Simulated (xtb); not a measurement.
# Geometry relaxation, with input and output: C₂H₆O₂Si (part 3 of 3)

The same run, continued: C₂H₆O₂Si; GFN0-xTB (xtb 6.7.1). The geometry: force field.

Geometry of the input (Å):
```
C  -1.4545  -1.2987  0.6880
O  -0.8581  -0.0136  0.3976
C  0.3391  -0.1392  -0.2005
O  0.9832  -1.1942  -0.4713
Si 1.3124  1.4432  -0.6116
H  -1.6808  -1.7924  -0.2520
H  -2.4420  -1.0333  1.1440
H  -0.8693  -1.8308  1.3700
H  0.6043  2.6735  -0.0355
H  2.6757  1.4770  0.0346
H  1.4554  1.6515  -2.0427
```

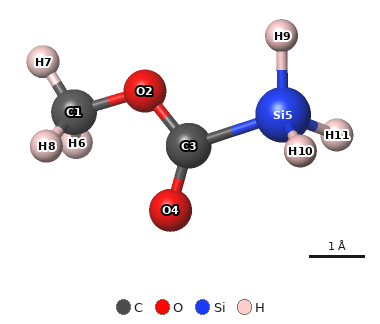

*The geometry at step 9 of the log (ball-and-stick view, seen at a tilt; atoms are numbered from 1 in the order of the input).*

## Output, continued
```
         :::::::::::::::::::::::::::::::::::::::::::::::::::::
         ::                     SUMMARY                     ::
         :::::::::::::::::::::::::::::::::::::::::::::::::::::
         :: total energy             -15.942730802875 Eh    ::
         :: gradient norm              0.000026772372 Eh/a0 ::
         :: HOMO-LUMO gap              3.065424843915 eV    ::
         ::.................................................::
         :: H0 energy                -15.963617927922 Eh    ::
         :: repulsion energy           0.149803847303 Eh    ::
         :: electrostat energy        -0.089917052375 Eh    ::
         :: -> Gsolv                   0.000000000000 Eh    ::
         ::    -> Gsasa                0.000000000000 Eh    ::
         ::    -> Gshift               0.000000000000 Eh    ::
         :: dispersion energy         -0.002613583895 Eh    ::
         :: short-range corr.         -0.036386085987 Eh    ::
         :: add. restraining           0.000000000000 Eh    ::
         :: total charge              -0.000000000000 e     ::
         :::::::::::::::::::::::::::::::::::::::::::::::::::::

           -------------------------------------------------
          |                Property Printout                |
           -------------------------------------------------

    * Orbital Energies and Occupations

         #    Occupation            Energy/Eh            Energy/eV
      -------------------------------------------------------------
         1        2.0000           -0.6909295             -18.8011
       ...           ...                  ...                  ...
         3        2.0000           -0.6322098             -17.2033
         4        2.0000           -0.6177677             -16.8103
         5        2.0000           -0.5722171             -15.5708
         6        2.0000           -0.5449981             -14.8302
         7        2.0000           -0.5366531             -14.6031
         8        2.0000           -0.5238479             -14.2546
         9        2.0000           -0.4960026             -13.4969
        10        2.0000           -0.4868106             -13.2468
        11        2.0000           -0.4748991             -12.9227
        12        2.0000           -0.4743730             -12.9083
        13        2.0000           -0.4410071             -12.0004
        14        2.0000           -0.4208026             -11.4506
        15        2.0000           -0.3906423             -10.6299 (HOMO)
        16                         -0.2779900              -7.5645 (LUMO)
        17                         -0.2299327              -6.2568
        18                         -0.2193270              -5.9682
        19                         -0.2044361              -5.5630
        20                         -0.1447156              -3.9379
        21                         -0.1048851              -2.8541
        22                         -0.1012036              -2.7539
        23                         -0.1011718              -2.7530
        24                         -0.0890848              -2.4241
        25                         -0.0862854              -2.3479
        26                         -0.0755856              -2.0568
       ...                                ...                  ...
        37                          0.7661844              20.8489
      -------------------------------------------------------------
                  HL-Gap            0.1126523 Eh            3.0654 eV
             Fermi-level            0.0000000 Eh            0.0000 eV

     #   Z          covCN         q      C6AA      α(0)
     1   6 C        3.686    -0.010    23.419     7.007
     2   8 O        1.715    -0.394    20.556     6.134
     3   6 C        2.650     0.360    22.100     7.666
     4   8 O        0.859    -0.529    24.358     6.622
     5  14 Si       3.650     0.461   138.993    21.815
     6   1 H        0.924     0.114     1.661     2.016
     7   1 H        0.924     0.087     1.912     2.162
     8   1 H        0.924     0.113     1.667     2.019
     9   1 H        0.920    -0.068     4.552     3.337
    10   1 H        0.921    -0.067     4.529     3.328
    11   1 H        0.921    -0.067     4.541     3.333

 Mol. C6AA /au·bohr⁶  :       1667.241577
 Mol. C8AA /au·bohr⁸  :      51796.414395
 Mol. α(0) /au        :         65.440550

Wiberg/Mayer (AO) data.
largest (>0.10) Wiberg bond orders for each atom

 ---------------------------------------------------------------------------
     #   Z sym  total        # sym  WBO       # sym  WBO       # sym  WBO
 ---------------------------------------------------------------------------
     1   6 C    3.955 --     7 H    0.983     6 H    0.977     8 H    0.977
                             2 O    0.970
     2   8 O    2.599 --     3 C    1.325     1 C    0.970     4 O    0.220
     3   6 C    3.801 --     4 O    1.576     2 O    1.325     5 Si   0.844
     4   8 O    1.935 --     3 C    1.576     2 O    0.220     5 Si   0.108
     5  14 Si   3.732 --    11 H    0.896    10 H    0.896     9 H    0.894
                             3 C    0.844     4 O    0.108
     6   1 H    0.994 --     1 C    0.977
     7   1 H    1.002 --     1 C    0.983
     8   1 H    0.994 --     1 C    0.977
     9   1 H    0.911 --     5 Si   0.894
    10   1 H    0.912 --     5 Si   0.896
    11   1 H    0.913 --     5 Si   0.896
 ---------------------------------------------------------------------------

Topologies differ in total number of bonds
Writing topology from bond orders to xtbtopo.mol

 dipole moment from electron density (au)
     X       Y       Z
  -0.5961   1.3467   0.0692  total (Debye):    3.747

           -------------------------------------------------
          |                Geometry Summary                 |
           -------------------------------------------------

      molecular mass/u    :       90.1534249
   center of mass at/Å    :        0.2290360      -0.3103185      -0.0131300
  moments of inertia/u·Å² :        0.5605473E+02   0.2039587E+03   0.2511297E+03
rotational constants/cm⁻¹ :        0.3007352E+00   0.8265220E-01   0.6712718E-01

 * 9 selected distances

     #   Z          #   Z                                           value/Å
     1   6 C        2   8 O                                       1.4177732
     2   8 O        3   6 C                                       1.3016883
     3   6 C        4   8 O                                       1.2302834
     1   6 C        6   1 H                                       1.0952060
     1   6 C        7   1 H                                       1.0905532 (min)
     1   6 C        8   1 H                                       1.0951676
     5  14 Si       9   1 H                                       1.4554806 (max)
     5  14 Si      10   1 H                                       1.4540380
     5  14 Si      11   1 H                                       1.4539776

 * 3 distinct bonds (by element types)

   Z      Z             #   av. dist./Å        max./Å        min./Å
   1 H    6 C           3     1.0936423     1.0952060     1.0905532
   6 C    8 O           3     1.3165816     1.4177732     1.2302834
   1 H   14 Si          3     1.4544987     1.4554806     1.4539776

optimized geometry written to: xtbopt.xyz

           -------------------------------------------------
          | TOTAL ENERGY              -15.942730802875 Eh   |
          | GRADIENT NORM               0.000026772372 Eh/α |
          | HOMO-LUMO GAP               3.065424843915 eV   |
           -------------------------------------------------

------------------------------------------------------------------------
------------------------------------------------------------------------
 total:
 *  cpu-time:     0 d,  0 h,  0 min,  0.069 sec
 * ratio c/w:     1.000 speedup
 SCF:
 *  cpu-time:     0 d,  0 h,  0 min,  0.003 sec
 * ratio c/w:     1.000 speedup
 ANC optimizer:
 *  cpu-time:     0 d,  0 h,  0 min,  0.054 sec
 * ratio c/w:     1.000 speedup
```

## File xtbopt.xyz
```
11
 energy: -15.942730802875 gnorm: 0.000026772372 xtb: 6.7.1
C           -2.03808336957233       -0.08629267735023       -0.00821117028846
O           -0.69637013558133        0.37089963442618        0.02113822788301
C            0.19150704260097       -0.57976041297835       -0.02694156347951
O           -0.09709455570596       -1.77395751954021       -0.09174419242327
Si           1.97505648645512        0.08213361573048        0.01236298038097
H           -2.25203521702530       -0.64647734818491       -0.92466829310656
H           -2.67088842632188        0.80118131857509        0.02719543907710
H           -2.26341165077263       -0.72525069643068        0.85222576887842
H            1.91867814499638        1.53240451149771        0.12172067272397
H            2.66610498536866       -0.48880423917404        1.15722452783697
H            2.65277985328346       -0.30951201769030       -1.21293503982274
```

## Standard error
```
normal termination of xtb
```

## Trajectory as extended XYZ (Å, eV, eV/Å), 19 frames, from step=0 to step=18
```
11
Properties=species:S:1:pos:R:3 step=0 energy=-433.46454
C    -2.1236   -0.1359   -0.0028
O    -0.7940    0.4326   -0.0233
C     0.1577   -0.5165   -0.0433
O     0.0244   -1.7739    0.0047
Si    1.9793    0.0322   -0.0135
H    -2.2896   -0.6549   -0.9418
H    -2.7934    0.7610   -0.0221
H    -2.2758   -0.6857    0.8720
H     2.0799    1.5481    0.1838
H     2.7429   -0.5348    1.1582
H     2.6785   -0.2956   -1.2446
11
Properties=species:S:1:pos:R:3 step=1 energy=-433.74972
C    -2.0943   -0.1169   -0.0180
O    -0.7572    0.4079   -0.0198
C     0.1751   -0.5188   -0.0082
O    -0.0135   -1.7458   -0.0039
Si    1.9861    0.0758   -0.0020
H    -2.2776   -0.6747   -0.9381
H    -2.7599    0.7603   -0.0201
H    -2.2747   -0.7023    0.8716
H     2.0515    1.5521    0.1706
H     2.6965   -0.5571    1.1320
H     2.6542   -0.3039   -1.2368
11
Properties=species:S:1:pos:R:3 step=2 energy=-433.81375
C    -2.0628   -0.1008   -0.0250
O    -0.7256    0.3885   -0.0252
C     0.1824   -0.5325   -0.0197
O    -0.0611   -1.7370    0.0020
Si    1.9819    0.0969    0.0101
H    -2.2696   -0.6902   -0.9256
H    -2.7173    0.7692   -0.0087
H    -2.2619   -0.7156    0.8613
H     2.0287    1.5351    0.1686
H     2.6644   -0.5431    1.1238
H     2.6273   -0.2939   -1.2342
11
Properties=species:S:1:pos:R:3 step=3 energy=-433.82003
C    -2.0499   -0.0961   -0.0265
O    -0.7148    0.3886   -0.0184
C     0.1861   -0.5415   -0.0025
O    -0.0765   -1.7471   -0.0033
Si    1.9820    0.0949    0.0116
H    -2.2560   -0.6880   -0.9245
H    -2.7006    0.7775   -0.0117
H    -2.2560   -0.7146    0.8556
H     1.9896    1.5404    0.1606
H     2.6617   -0.5483    1.1246
H     2.6205   -0.2893   -1.2381
11
Properties=species:S:1:pos:R:3 step=4 energy=-433.82206
C    -2.0421   -0.0917   -0.0261
O    -0.7068    0.3854   -0.0187
C     0.1873   -0.5538   -0.0052
O    -0.0890   -1.7571   -0.0023
Si    1.9789    0.0882    0.0119
H    -2.2523   -0.6831   -0.9233
H    -2.6885    0.7862   -0.0112
H    -2.2513   -0.7113    0.8536
H     1.9595    1.5367    0.1621
H     2.6700   -0.5392    1.1252
H     2.6204   -0.2837   -1.2386
11
Properties=species:S:1:pos:R:3 step=5 energy=-433.82312
C    -2.0383   -0.0883   -0.0261
O    -0.7008    0.3795   -0.0177
C     0.1888   -0.5667   -0.0050
O    -0.0966   -1.7666    0.0002
Si    1.9758    0.0835    0.0107
H    -2.2521   -0.6771   -0.9240
H    -2.6791    0.7942   -0.0119
H    -2.2526   -0.7070    0.8520
H     1.9376    1.5317    0.1642
H     2.6801   -0.5298    1.1243
H     2.6235   -0.2769   -1.2392
11
Properties=species:S:1:pos:R:3 step=6 energy=-433.82355
C    -2.0373   -0.0863   -0.0263
O    -0.6970    0.3741   -0.0162
C     0.1906   -0.5766   -0.0039
O    -0.0986   -1.7734    0.0021
Si    1.9744    0.0819    0.0109
H    -2.2538   -0.6717   -0.9259
H    -2.6728    0.8000   -0.0125
H    -2.2571   -0.7036    0.8511
H     1.9238    1.5292    0.1639
H     2.6883   -0.5251    1.1234
H     2.6257   -0.2717   -1.2393
11
Properties=species:S:1:pos:R:3 step=7 energy=-433.82362
C    -2.0380   -0.0858   -0.0265
O    -0.6957    0.3708   -0.0138
C     0.1917   -0.5817   -0.0014
O    -0.0979   -1.7771    0.0016
Si    1.9747    0.0819    0.0107
H    -2.2550   -0.6684   -0.9281
H    -2.6699    0.8030   -0.0124
H    -2.2618   -0.7025    0.8505
H     1.9196    1.5279    0.1640
H     2.6919   -0.5213    1.1229
H     2.6266   -0.2702   -1.2402
11
Properties=species:S:1:pos:R:3 step=8 energy=-433.82364
C    -2.0382   -0.0861   -0.0263
O    -0.6963    0.3716   -0.0136
C     0.1915   -0.5803   -0.0024
O    -0.0971   -1.7762    0.0003
Si    1.9752    0.0825    0.0118
H    -2.2547   -0.6685   -0.9280
H    -2.6707    0.8022   -0.0115
H    -2.2612   -0.7034    0.8505
H     1.9210    1.5292    0.1624
H     2.6909   -0.5229    1.1236
H     2.6258   -0.2715   -1.2392
11
Properties=species:S:1:pos:R:3 step=9 energy=-433.82365
C    -2.0382   -0.0862   -0.0261
O    -0.6966    0.3720   -0.0129
C     0.1913   -0.5797   -0.0026
O    -0.0971   -1.7758   -0.0013
Si    1.9752    0.0825    0.0115
H    -2.2543   -0.6684   -0.9280
H    -2.6711    0.8018   -0.0109
H    -2.2610   -0.7043    0.8503
H     1.9222    1.5292    0.1622
H     2.6900   -0.5220    1.1242
H     2.6259   -0.2727   -1.2391
11
Properties=species:S:1:pos:R:3 step=10 energy=-433.82365
C    -2.0381   -0.0861   -0.0256
O    -0.6964    0.3719   -0.0118
C     0.1913   -0.5800   -0.0029
O    -0.0973   -1.7761   -0.0034
Si    1.9751    0.0824    0.0115
H    -2.2542   -0.6676   -0.9281
H    -2.6710    0.8019   -0.0099
H    -2.2612   -0.7048    0.8501
H     1.9217    1.5291    0.1613
H     2.6898   -0.5208    1.1249
H     2.6265   -0.2735   -1.2386
11
Properties=species:S:1:pos:R:3 step=11 energy=-433.82367
C    -2.0380   -0.0859   -0.0242
O    -0.6962    0.3716   -0.0086
C     0.1913   -0.5805   -0.0045
O    -0.0973   -1.7764   -0.0107
Si    1.9750    0.0822    0.0116
H    -2.2537   -0.6654   -0.9282
H    -2.6707    0.8022   -0.0070
H    -2.2620   -0.7065    0.8499
H     1.9206    1.5293    0.1581
H     2.6888   -0.5177    1.1275
H     2.6283   -0.2763   -1.2366
11
Properties=species:S:1:pos:R:3 step=12 energy=-433.82371
C    -2.0379   -0.0857   -0.0208
O    -0.6960    0.3712   -0.0011
C     0.1914   -0.5810   -0.0085
O    -0.0973   -1.7768   -0.0278
Si    1.9749    0.0821    0.0119
H    -2.2526   -0.6607   -0.9280
H    -2.6704    0.8025   -0.0003
H    -2.2634   -0.7105    0.8498
H     1.9190    1.5299    0.1505
H     2.6855   -0.5111    1.1336
H     2.6329   -0.2833   -1.2320
11
Properties=species:S:1:pos:R:3 step=13 energy=-433.82376
C    -2.0379   -0.0857   -0.0151
O    -0.6960    0.3709    0.0111
C     0.1915   -0.5810   -0.0159
O    -0.0970   -1.7765   -0.0575
Si    1.9748    0.0820    0.0124
H    -2.2511   -0.6534   -0.9273
H    -2.6703    0.8024    0.0117
H    -2.2650   -0.7175    0.8501
H     1.9180    1.5310    0.1372
H     2.6782   -0.5002    1.1443
H     2.6410   -0.2955   -1.2237
11
Properties=species:S:1:pos:R:3 step=14 energy=-433.82378
C    -2.0380   -0.0859   -0.0113
O    -0.6963    0.3707    0.0182
C     0.1915   -0.5804   -0.0214
O    -0.0966   -1.7754   -0.0767
Si    1.9750    0.0822    0.0125
H    -2.2507   -0.6490   -0.9264
H    -2.6705    0.8020    0.0201
H    -2.2654   -0.7222    0.8506
H     1.9182    1.5319    0.1284
H     2.6723   -0.4935    1.1514
H     2.6468   -0.3037   -1.2181
11
Properties=species:S:1:pos:R:3 step=15 energy=-433.82380
C    -2.0381   -0.0862   -0.0100
O    -0.6964    0.3707    0.0197
C     0.1915   -0.5800   -0.0237
O    -0.0968   -1.7746   -0.0834
Si    1.9750    0.0822    0.0126
H    -2.2513   -0.6478   -0.9258
H    -2.6707    0.8015    0.0233
H    -2.2647   -0.7237    0.8512
H     1.9189    1.5321    0.1252
H     2.6696   -0.4915    1.1539
H     2.6493   -0.3062   -1.2157
11
Properties=species:S:1:pos:R:3 step=16 energy=-433.82380
C    -2.0381   -0.0863   -0.0091
O    -0.6964    0.3708    0.0206
C     0.1915   -0.5799   -0.0253
O    -0.0969   -1.7742   -0.0879
Si    1.9751    0.0821    0.0125
H    -2.2516   -0.6470   -0.9253
H    -2.6708    0.8013    0.0254
H    -2.2641   -0.7246    0.8517
H     1.9187    1.5324    0.1234
H     2.6679   -0.4900    1.1557
H     2.6510   -0.3081   -1.2143
11
Properties=species:S:1:pos:R:3 step=17 energy=-433.82380
C    -2.0381   -0.0863   -0.0085
O    -0.6964    0.3708    0.0210
C     0.1915   -0.5798   -0.0263
O    -0.0971   -1.7741   -0.0903
Si    1.9750    0.0821    0.0124
H    -2.2519   -0.6466   -0.9250
H    -2.6708    0.8013    0.0265
H    -2.2637   -0.7250    0.8520
H     1.9188    1.5324    0.1223
H     2.6669   -0.4892    1.1566
H     2.6520   -0.3089   -1.2134
11
Properties=species:S:1:pos:R:3 step=18 energy=-433.82381
C    -2.0381   -0.0863   -0.0082
O    -0.6964    0.3709    0.0211
C     0.1915   -0.5798   -0.0269
O    -0.0971   -1.7740   -0.0917
Si    1.9751    0.0821    0.0124
H    -2.2520   -0.6465   -0.9247
H    -2.6709    0.8012    0.0272
H    -2.2634   -0.7252    0.8522
H     1.9187    1.5324    0.1217
H     2.6661   -0.4888    1.1572
H     2.6528   -0.3095   -1.2129
```

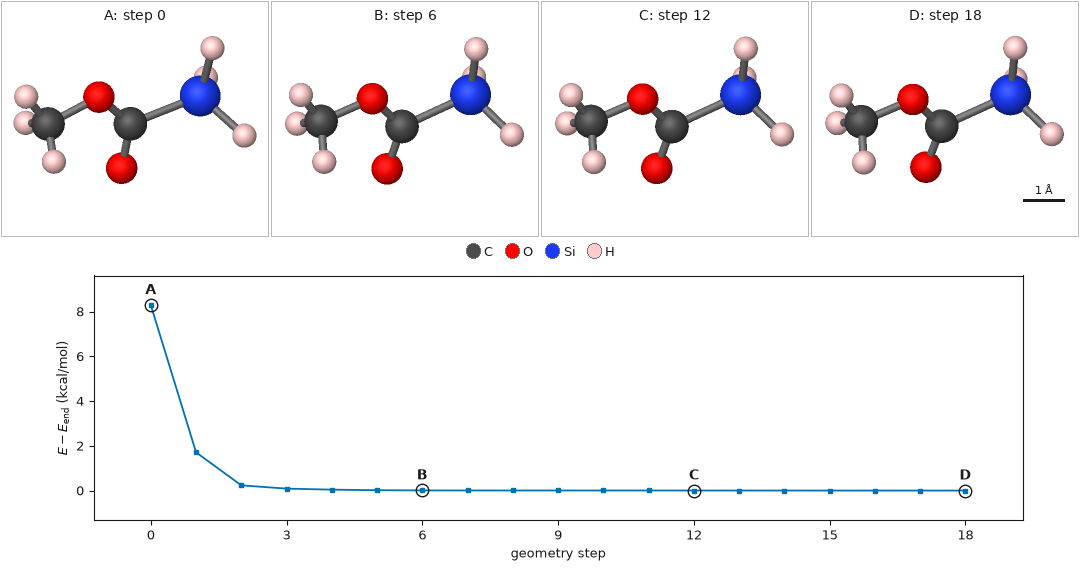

*Frames of the relaxation (ball-and-stick view, seen at a tilt) above the curves, on which the letters mark them (steps are counted from 0).*

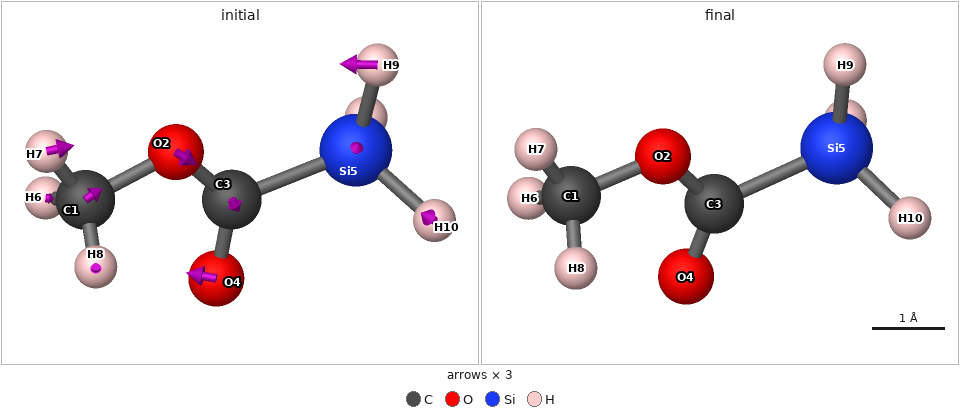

*Before (left) and after (right) the relaxation, at one scale (ball-and-stick view, seen at a tilt). The pink arrows give the displacements, magnified 3 times.*

H9 moves most after the best rigid fit: 0.18 Å. Largest moves by element: H 0.18 Å, O 0.15 Å, C 0.10 Å, Si 0.06 Å. Distances before and after: Si5–H9 1.532 → 1.455 Å, Si5–H10 1.509 → 1.454 Å, C1–H8 1.044 → 1.095 Å, O2–C3 1.344 → 1.302 Å. Among the angles that change: O4–C3–Si5 112.8° → 124.0°, H6–C1–H8 116.8° → 108.6°, H9–Si5–H10 103.8° → 110.5°. The energy falls by 8.28 kcal/mol in 18 geometry steps. (Atoms are counted from 1 in the order of the input.)

## Summary

```json
{"quantity": "outcome", "value": "converged"}
{"quantity": "electrons treated", "value": "30"}
{"quantity": "total energy", "value": "−15.942731 hartree"}
{"quantity": "dispersion energy", "value": "−0.002614 hartree"}
{"quantity": "basis functions", "value": "38"}
{"quantity": "HOMO", "value": "−10.63 eV"}
{"quantity": "LUMO", "value": "−7.56 eV"}
{"quantity": "dipole moment", "value": "3.75 D"}
{"quantity": "peak memory", "value": "0.069 GiB"}
```
